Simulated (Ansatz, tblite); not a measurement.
# Ge(vinyl)(NHMe)3 (C₅H₁₅GeN₃): removing and adding an electron

What does removing or adding an electron cost or gain for Ge(vinyl)(NHMe)3 (C₅H₁₅GeN₃)? Each charged state is run at several levels.

Program: Ansatz 0.2.0, Gaussian basis. Level of theory: as each input shows. These are calculated values, not measurements.

Levels to be run: charge +1 doublet, at the geometry of the singlet (PBE0-D4/def2-TZVP, PBE-D4/def2-TZVP, BHLYP-D4/def2-TZVP); charge -1 doublet, at the geometry of the singlet (PBE0-D4/def2-TZVP, PBE-D4/def2-TZVP, BHLYP-D4/def2-TZVP); the starting singlet's energies come from earlier runs.

2 further runs of the same task are left out: 2 set aside as unsound or not needed. Runs told in other sessions of the task aren't counted.

**1. The relaxed structure**

The geometry is that of the singlet, from an earlier relaxation (r2SCAN-D4/def2-SVP).

24 atoms, charge 0, spin multiplicity 1.

Atoms are counted from 1 here; the program's logs count them from 0.

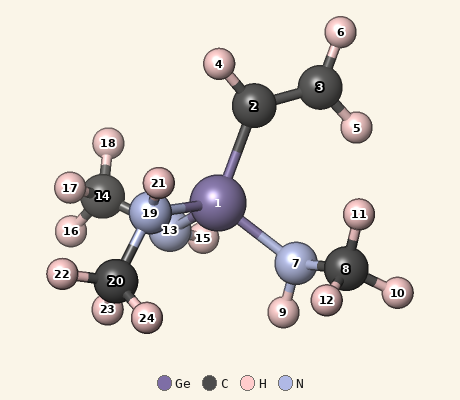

The structure; germanium purple, carbon dark grey, hydrogen pink, nitrogen light blue; atoms are numbered from 1 in the order of the file.

**2. Charge +1 doublet at the fixed geometry, PBE0-D4/def2-TZVP**

The input, in.yaml:

```yaml
crystal:
  periodic: [false, false, false]
  atoms:
    - {symbol: Ge, position_ang: [-0.033849, 0.108723, 0.154539]}
    - {symbol: C, position_ang: [-0.063566, 0.064721, 2.093628]}
    - {symbol: C, position_ang: [0.907515, 0.623975, 2.830442]}
    - {symbol: H, position_ang: [-0.916425, -0.405088, 2.602931]}
    - {symbol: H, position_ang: [1.770312, 1.107658, 2.355909]}
    - {symbol: H, position_ang: [0.884818, 0.624069, 3.927348]}
    - {symbol: N, position_ang: [1.719453, 0.299682, -0.363891]}
    - {symbol: C, position_ang: [2.718160, -0.703562, -0.047096]}
    - {symbol: H, position_ang: [1.802943, 0.641726, -1.319477]}
    - {symbol: H, position_ang: [3.739333, -0.290792, -0.136040]}
    - {symbol: H, position_ang: [2.598902, -1.027988, 0.999683]}
    - {symbol: H, position_ang: [2.676392, -1.618599, -0.675438]}
    - {symbol: N, position_ang: [-0.810366, 1.511251, -0.734504]}
    - {symbol: C, position_ang: [-2.235542, 1.762515, -0.627249]}
    - {symbol: H, position_ang: [-0.257370, 2.364757, -0.688631]}
    - {symbol: H, position_ang: [-2.600186, 2.352785, -1.487230]}
    - {symbol: H, position_ang: [-2.772202, 0.800491, -0.642248]}
    - {symbol: H, position_ang: [-2.544519, 2.295935, 0.295980]}
    - {symbol: N, position_ang: [-1.014685, -1.339871, -0.393036]}
    - {symbol: C, position_ang: [-1.112697, -1.695745, -1.794907]}
    - {symbol: H, position_ang: [-0.996250, -2.143812, 0.229097]}
    - {symbol: H, position_ang: [-2.043926, -2.252894, -2.004414]}
    - {symbol: H, position_ang: [-1.147801, -0.773347, -2.396988]}
    - {symbol: H, position_ang: [-0.268464, -2.306600, -2.178416]}
basis:
  gaussian: {orbitals: def2-TZVP}
total_charge: 1
magnetization: {spin_polarized: true, initial_magnetization: 1}
hamiltonian: {xc: pbe0, dispersion: d4}
scf: {omitted_lower_state_checks: [starts]}
output: {orbitals: {seedname: orbitals}}
```

The run is started by

```sh
$ ansatz run in.yaml --threads 4 --pin off --events-out ev --progress --plain --max-ram 6963MiB
```

The program printed:

```text
Functional definition: PBE0
  name "PBE0"
  cite "Adamo & Barone, J. Chem. Phys. 110, 6158 (1999) doi:10.1063/1.478522"
  cite "Perdew, Burke & Ernzerhof, Phys. Rev. Lett. 77, 3865 (1996) doi:10.1103/PhysRevLett.77.3865"
  parent pbe
  parameter a = 0.25
  parameter kappa = 0.804
  parameter beta = 0.06672455060314922
  exchange = (1 - a)*pbe_x(kappa = kappa, mu = beta*pi^2/3) + a*exact_x
  correlation = pbe_c(beta = beta)
these checks for a lower state are left out or cut short: starts
2426 factors; their error is unknown
mean field evaluation 1: about -66369.0319 eV, gradient 7.9e1 eV
mean field evaluation 2: about -66348.5078 eV, gradient 1.0e2 eV
mean field evaluation 4: about -66394.2582 eV, gradient 1.0e1 eV
mean field evaluation 8: about -66394.6828 eV, gradient 4.6e-1 eV
mean field evaluation 16: about -66394.9225 eV, gradient 1.6e-2 eV
mean field evaluation 32: about -66394.9224 eV, gradient 3.2e-5 eV
mean field -66394.92244733 eV, -2439.9683958447 hartree, gradient 1.9e-5 eV, S^2 0.763198; 0 other end points of the search recorded, 0 dependent functions left out
reference -66394.92248976 eV, -2439.9683974040 hartree; 49, 48 occupied and 337, 338 virtual orbitals, 2426 factors
Total energy: -66395.43666893 eV, -2439.9872931398 hartree
Checks for a lower state left out: starts
```

It took 55 s on 4 threads of Arm Neoverse V2, shared host; peak memory 2.2 GiB.

From the report: HOMO -10.57 eV, LUMO -9.44 eV (over both spins); ⟨S²⟩ 0.763 (pure: 0.75).

**3. Charge +1 doublet at the fixed geometry, PBE-D4/def2-TZVP**

start.molden holds the orbitals of an earlier run on this state, given as this run's starting guess.

in.yaml: that of step 2 with these lines changed.

```diff
@@ -28,6 +28,6 @@
 basis:
-  gaussian: {orbitals: def2-TZVP}
+  gaussian: {orbitals: def2-TZVP, initial_orbitals: start.molden}
 total_charge: 1
 magnetization: {spin_polarized: true, initial_magnetization: 1}
-hamiltonian: {xc: pbe0, dispersion: d4}
+hamiltonian: {xc: pbe, dispersion: d4}
 scf: {omitted_lower_state_checks: [starts]}
```

Same command.

The program printed:

```text
Functional definition: PBE
  name "PBE"
  cite "Perdew, Burke & Ernzerhof, Phys. Rev. Lett. 77, 3865 (1996) doi:10.1103/PhysRevLett.77.3865"
  parent pbe
  parameter kappa = 0.804
  parameter beta = 0.06672455060314922
  exchange = pbe_x(kappa = kappa, mu = beta*pi^2/3)
  correlation = pbe_c(beta = beta)
these checks for a lower state are left out or cut short: starts
2383 factors; their error is unknown
mean field evaluation 1: about -66392.6060 eV, gradient 1.0e1 eV
mean field evaluation 2: about -66392.8473 eV, gradient 3.2e-1 eV
mean field evaluation 4: about -66392.7695 eV, gradient 5.5e-2 eV
mean field evaluation 8: about -66392.7695 eV, gradient 1.7e-5 eV
mean field -66392.76951591 eV, -2439.8892770744 hartree, gradient 1.7e-5 eV, S^2 0.753299; 0 other end points of the search recorded, 0 dependent functions left out
reference -66392.76957251 eV, -2439.8892791543 hartree; 49, 48 occupied and 337, 338 virtual orbitals, 2383 factors
Total energy: -66393.36422810 eV, -2439.9111323439 hartree
Checks for a lower state left out: starts
```

Wall time 13 s (4 threads of Arm Neoverse V2, shared host); peak memory 0.95 GiB.

From the report: HOMO -9.74 eV, LUMO -9.76 eV (over both spins; with the spin held, an empty level of the minority spin lies below the top filled one); ⟨S²⟩ 0.753 (pure: 0.75).

**4. Charge +1 doublet at the fixed geometry, BHLYP-D4/def2-TZVP**

in.yaml: that of step 3 with these lines changed.

```diff
@@ -31,3 +31,3 @@
 magnetization: {spin_polarized: true, initial_magnetization: 1}
-hamiltonian: {xc: pbe, dispersion: d4}
+hamiltonian: {xc: {name: BHLYP}, dispersion: d4}
 scf: {omitted_lower_state_checks: [starts]}
```

The command is unchanged.

The program printed:

```text
Functional definition: BHLYP
  name "BHLYP"
  cite "Becke, J. Chem. Phys. 98, 1372 (1993) doi:10.1063/1.464304"
  cite "Becke, Phys. Rev. A 38, 3098 (1988) doi:10.1103/PhysRevA.38.3098"
  cite "Lee, Yang & Parr, Phys. Rev. B 37, 785 (1988) doi:10.1103/PhysRevB.37.785"
  parameter a = 0.5
  exchange = (1 - a)*b88_x + a*exact_x
  correlation = lyp_c
these checks for a lower state are left out or cut short: starts
2732 factors; their error is unknown
mean field evaluation 1: about -66406.0785 eV, gradient 8.3e0 eV
mean field evaluation 2: about -66406.3161 eV, gradient 5.2e-1 eV
mean field evaluation 4: about -66406.3637 eV, gradient 7.6e-1 eV
mean field evaluation 8: about -66406.9413 eV, gradient 6.7e-3 eV
mean field evaluation 16: about -66406.9412 eV, gradient 3.1e-5 eV
mean field -66406.94124889 eV, -2440.4100786551 hartree, gradient 2.7e-6 eV, S^2 0.788280; 0 other end points of the search recorded, 0 dependent functions left out
reference -66406.94149580 eV, -2440.4100877289 hartree; 49, 48 occupied and 337, 338 virtual orbitals, 2732 factors
Total energy: -66407.65698622 eV, -2440.4363815170 hartree
Checks for a lower state left out: starts
```

Run time: 2.3 min. Hardware: 4 threads of Arm Neoverse V2, shared host; peak memory 2.5 GiB.

Report: HOMO -11.61 eV, LUMO -8.64 eV (over both spins); ⟨S²⟩ 0.788 (pure: 0.75).

**5. Vertical ionisation energy**

Charged state less starting state, singlet to doublet; the starting state's energies are those of its earlier runs.

```csv
level,vertical ionisation energy (eV),time
PBE-D4/def2-TZVP,+7.35,19 s
PBE0-D4/def2-TZVP,+7.85,67 s
BHLYP-D4/def2-TZVP,+8.10,2.6 min
```

Times add the two runs; a level without a time comes out of a correlated run.

Beside −ε(HOMO) of the starting state:

```csv
level,−ε(HOMO) (eV),by difference (eV),mismatch (eV)
PBE-D4/def2-TZVP,4.80,7.35,-2.55
PBE0-D4/def2-TZVP,6.16,7.85,-1.69
BHLYP-D4/def2-TZVP,7.47,8.10,-0.63
```

**6. Charge -1 doublet at the fixed geometry, PBE0-D4/def2-TZVP**

in.yaml: that of step 4 with these lines changed.

```diff
@@ -28,6 +28,6 @@
 basis:
-  gaussian: {orbitals: def2-TZVP, initial_orbitals: start.molden}
-total_charge: 1
+  gaussian: {orbitals: def2-TZVP}
+total_charge: -1
 magnetization: {spin_polarized: true, initial_magnetization: 1}
-hamiltonian: {xc: {name: BHLYP}, dispersion: d4}
+hamiltonian: {xc: pbe0, dispersion: d4}
 scf: {omitted_lower_state_checks: [starts]}
```

Same command.

The program printed, cut to the lines that bear on the results:

```text
Functional definition: PBE0
  name "PBE0"
  cite "Adamo & Barone, J. Chem. Phys. 110, 6158 (1999) doi:10.1063/1.478522"
  cite "Perdew, Burke & Ernzerhof, Phys. Rev. Lett. 77, 3865 (1996) doi:10.1103/PhysRevLett.77.3865"
  parent pbe
[...]
2426 factors; their error is unknown
[...]
mean field -66401.42620401 eV, -2440.2074044942 hartree, gradient 1.7e-5 eV, S^2 0.753798; 0 other end points of the search recorded, 0 dependent functions left out
reference -66401.42625208 eV, -2440.2074062606 hartree; 50, 49 occupied and 336, 337 virtual orbitals, 2426 factors
Total energy: -66402.02134582 eV, -2440.2292755523 hartree
Checks for a lower state left out: starts
```

Run time: 43 s. Hardware: 4 threads of Arm Neoverse V2, shared host; peak memory 2.2 GiB.

From the report: HOMO 2.97 eV, LUMO 4.19 eV (over both spins); ⟨S²⟩ 0.754 (pure: 0.75). Doubts: highest occupied level lies above zero.

**7. Charge -1 doublet at the fixed geometry, PBE-D4/def2-TZVP**

in.yaml: that of step 6 with these lines changed.

```diff
@@ -28,6 +28,6 @@
 basis:
-  gaussian: {orbitals: def2-TZVP}
+  gaussian: {orbitals: def2-TZVP, initial_orbitals: start.molden}
 total_charge: -1
 magnetization: {spin_polarized: true, initial_magnetization: 1}
-hamiltonian: {xc: pbe0, dispersion: d4}
+hamiltonian: {xc: pbe, dispersion: d4}
 scf: {omitted_lower_state_checks: [starts]}
```

Same command.

The program printed:

```text
Functional definition: PBE
  name "PBE"
  cite "Perdew, Burke & Ernzerhof, Phys. Rev. Lett. 77, 3865 (1996) doi:10.1103/PhysRevLett.77.3865"
  parent pbe
  parameter kappa = 0.804
  parameter beta = 0.06672455060314922
  exchange = pbe_x(kappa = kappa, mu = beta*pi^2/3)
  correlation = pbe_c(beta = beta)
these checks for a lower state are left out or cut short: starts
2383 factors; their error is unknown
mean field evaluation 1: about -66398.6985 eV, gradient 1.0e1 eV
mean field evaluation 2: about -66398.9425 eV, gradient 3.3e-1 eV
mean field evaluation 4: about -66398.8025 eV, gradient 2.6e0 eV
mean field evaluation 8: about -66398.8900 eV, gradient 9.2e-3 eV
mean field evaluation 16: about -66398.8900 eV, gradient 8.8e-6 eV
mean field -66398.89001972 eV, -2440.1142014407 hartree, gradient 2.7e-6 eV, S^2 0.751744; 0 other end points of the search recorded, 0 dependent functions left out
reference -66398.89008205 eV, -2440.1142037311 hartree; 50, 49 occupied and 336, 337 virtual orbitals, 2383 factors
Total energy: -66399.57805230 eV, -2440.1394861715 hartree
Checks for a lower state left out: starts
```

Wall time 16 s (4 threads of Arm Neoverse V2, shared host); peak memory 0.99 GiB.

From the report: HOMO 3.41 eV, LUMO 3.47 eV (over both spins); ⟨S²⟩ 0.752 (pure: 0.75). Doubts: highest occupied level lies above zero.

**8. Charge -1 doublet at the fixed geometry, BHLYP-D4/def2-TZVP**

in.yaml: that of step 7 with these lines changed.

```diff
@@ -31,3 +31,3 @@
 magnetization: {spin_polarized: true, initial_magnetization: 1}
-hamiltonian: {xc: pbe, dispersion: d4}
+hamiltonian: {xc: {name: BHLYP}, dispersion: d4}
 scf: {omitted_lower_state_checks: [starts]}
```

Same command.

The program printed:

```text
Functional definition: BHLYP
  name "BHLYP"
  cite "Becke, J. Chem. Phys. 98, 1372 (1993) doi:10.1063/1.464304"
  cite "Becke, Phys. Rev. A 38, 3098 (1988) doi:10.1103/PhysRevA.38.3098"
  cite "Lee, Yang & Parr, Phys. Rev. B 37, 785 (1988) doi:10.1103/PhysRevB.37.785"
  parameter a = 0.5
  exchange = (1 - a)*b88_x + a*exact_x
  correlation = lyp_c
these checks for a lower state are left out or cut short: starts
2732 factors; their error is unknown
mean field evaluation 1: about -66412.7275 eV, gradient 8.2e0 eV
mean field evaluation 2: about -66412.9052 eV, gradient 2.2e-1 eV
mean field evaluation 4: about -66413.4747 eV, gradient 2.6e-2 eV
mean field evaluation 8: about -66413.4747 eV, gradient 9.9e-5 eV
mean field -66413.47472536 eV, -2440.6501794870 hartree, gradient 1.9e-5 eV, S^2 0.755845; 0 other end points of the search recorded, 0 dependent functions left out
reference -66413.47500459 eV, -2440.6501897486 hartree; 50, 49 occupied and 336, 337 virtual orbitals, 2732 factors
Total energy: -66414.29283654 eV, -2440.6802445185 hartree
Checks for a lower state left out: starts
```

Run time: 45 s. Hardware: 4 threads of Arm Neoverse V2, shared host; peak memory 2.4 GiB.

From the report: HOMO 2.35 eV, LUMO 4.78 eV (over both spins); ⟨S²⟩ 0.756 (pure: 0.75). Doubts: highest occupied level lies above zero.

**9. Vertical electron affinity**

Starting state less charged state (positive: the electron is bound), singlet to doublet; the starting state's energies are those of its earlier runs.

```
             level  vertical electron affinity (eV)  time
  PBE-D4/def2-TZVP                            -1.14  22 s
 PBE0-D4/def2-TZVP                            -1.26  55 s
BHLYP-D4/def2-TZVP                            -1.46  65 s
```

Times add the two runs; a level without a time comes out of a correlated run.

Beside −ε(LUMO) of the starting state:

```csv
level,−ε(LUMO) (eV),by difference (eV),mismatch (eV)
PBE-D4/def2-TZVP,1.37,-1.14,+2.50
PBE0-D4/def2-TZVP,0.39,-1.26,+1.66
BHLYP-D4/def2-TZVP,-0.67,-1.46,+0.79
```

**10. Outcome**

```
                                            quantity                                  value
vertical ionisation energy, functionals in def2-TZVP    7.35 (PBE-D4) to 8.10 eV (BHLYP-D4)
vertical electron affinity, functionals in def2-TZVP  -1.46 (BHLYP-D4) to -1.14 eV (PBE-D4)
```

The vertical ionisation energy spans 7.35 to 8.10 eV over the functionals. −ε(HOMO) misses the level's own difference by -0.63 eV at best (BHLYP-D4) and -2.55 eV at worst (PBE-D4). The vertical electron affinity spans -1.46 to -1.14 eV over the functionals. A negative affinity means an unbound electron, held by the basis alone. −ε(LUMO) misses the level's own difference by +0.79 eV at best (BHLYP-D4) and +2.50 eV at worst (PBE-D4).
